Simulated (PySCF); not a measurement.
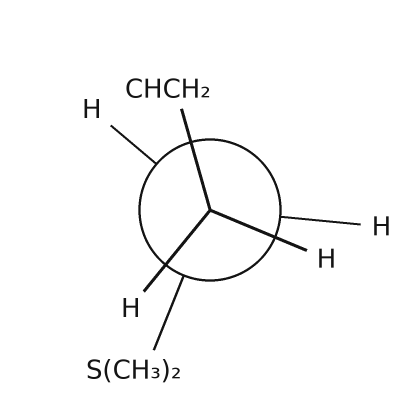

A Newman projection along the C–Al bond, carbon in front; angles are drawn as computed, but eclipsed bonds slightly apart. Geometry: a frame of a GFN2-xTB molecular-dynamics simulation, not a minimum.

Which molecule is it?

Answer. C5H13AlS, C=C[CH2][AlH2-][S+](C)C

What is the torsion angle from the front CHCH2 to the back S(CH3)2? The sign is positive where the front bond must turn clockwise to cover the back bond.

Answer. −130°, anticlinal. The conformation about this bond is eclipsed.
